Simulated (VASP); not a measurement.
Band structure of CdS (zinc blende). All values below come from modified Becke-Johnson potential (mBJ), VASP's PBE PAW potentials (set 64) (plane waves; VASP).

mBJ is a potential without an energy functional, so only the levels count.

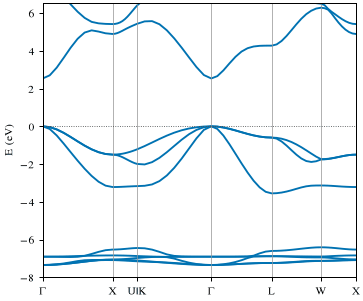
Figure. Bands along high-symmetry lines, zero at the valence-band maximum or, without a gap, the Fermi level

Task: Read the plot: is there a gap, and where are the band edges?

Result: The gap is direct, 2.54 eV, from the valence maximum at Γ to the conduction minimum at Γ.

Measured: gap 2.48 eV at 4 K (computed value off by +0.06 eV), as given by arXiv:1206.3780.

The compound is CdS in the zinc blende structure, a metastable form; wurtzite is the usual one. It was relaxed first, which changed the volume by +6 %. The cell's shape comes from a PBE relaxation.
